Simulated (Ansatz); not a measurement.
One crystal and one scan (scan of one atom of the cell) at two levels, PBE (plane waves to 420 eV, PAW, scalar-relativistic; Ansatz, a first-principles code) and PBEsol (plane waves to 420 eV, PAW, scalar-relativistic; Ansatz), each from its own relaxed cell and on its own mesh. The cell shown is that of PBE.

Sc (hcp, Mg type)

```
Sc
1.0
    3.31943     0.00000     0.00000
   -1.65971     2.87471     0.00000
    0.00000     0.00000     5.16637
Sc
2
Direct
  0.33333   0.66667   0.75000
  0.66667   0.33333   0.25000
```

In this cell atom 1 (Sc, nearest neighbour Sc at 3.216 Å; its periodic images, 3.3 Å or more away, move with it) is moved by s along Cartesian x, unit vector (1.000, 0.000, 0.000); all other atoms and the cell stay fixed.

The energy includes the smearing's −TS. Sc is run without spin polarisation. Sc was relaxed with its symmetry unable to fall. With partly filled bands, energies and forces of such displacements shift with the k mesh and the smearing. Percentages come from the unrounded values.

| quantity | PBE | PBEsol | PBE − PBEsol |
|---|---|---|---|
| Lattice constant a (Å) | 3.319 | 3.277 | +0.042 (+1.3 %) |
| Lattice constant c (Å) | 5.166 | 5.085 | +0.081 (+1.6 %) |
| Relaxed volume (Å³/atom) | 24.65 | 23.65 | +1.00 (+4.2 %) |
| Force constant k = d²E/ds² at s = 0 (finite differences) (eV/Å²) | 1.47 | 1.53 | -0.06 (-4 %) |

PBE gives the higher value for: lattice constant a; lattice constant c; relaxed volume. PBE gives the lower value for: force constant k = d²E/ds² at s = 0. Both give the same shape of the curve: a single well with its minimum at or next to zero displacement.

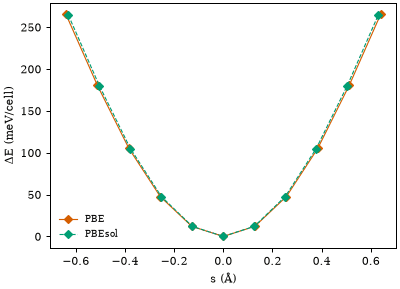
Figure. ΔE, each from the undisplaced structure of its own level.

(For displaced atoms, the force is minus the slope of the energy, and its curvature is a force constant, which sets phonon frequencies.)
